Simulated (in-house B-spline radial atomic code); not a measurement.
All numbers are computed, not measured: scalar-relativistic (spin-free one-electron X2C) B97-1, spin-polarised, spherical fractional occupations, Fermi nucleus, basis-set limit (an in-house B-spline radial code). The occupation of the 5d shell is varied from Hf³⁺ ([Xe] 4f14 5d1 (high spin)) to Hf²⁺ ([Xe] 4f14 5d2 (high spin)), with spherical fractional occupations. Wanted, and plotted below: the total energy less the straight line between the end points, and the eigenvalue of 5d↑ (the dashed line is minus the energy to take the whole electron out).

The curve is convex (below the straight line), with the largest deviation among the points computed, −1.21 eV, at 0.5. The end points differ by 21.6 eV, the energy to take the electron out. The eigenvalue, which is the slope of the energy (Janak's theorem), moves from −26.5 eV at 0 to −16.8 eV at 1; for a straight line it would stay constant, and a parabola would sag by an eighth of this change, scaled to a whole electron, 1.21 eV. Convexity is the mark of the delocalisation error, which puts fractional charges too low; for p, d and f shells the spherical spreading of the fraction adds to it. Exact exchange at spherical fractional occupations leaves self-interaction in partly filled shells, which adds to the curvature.

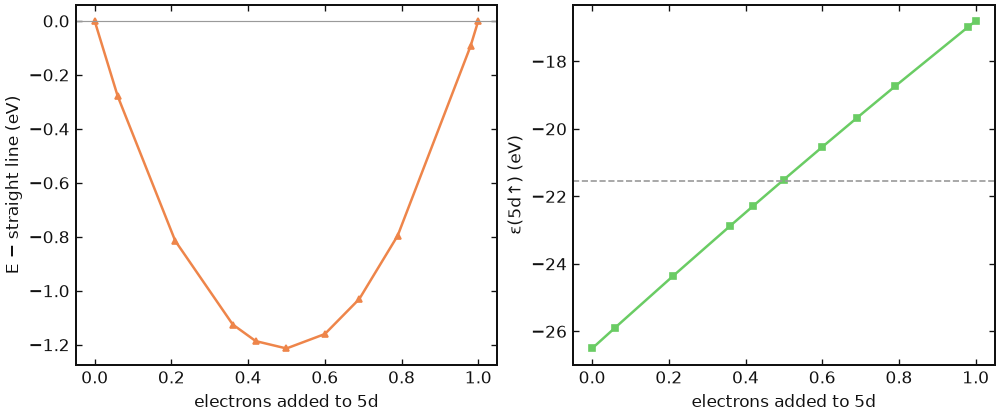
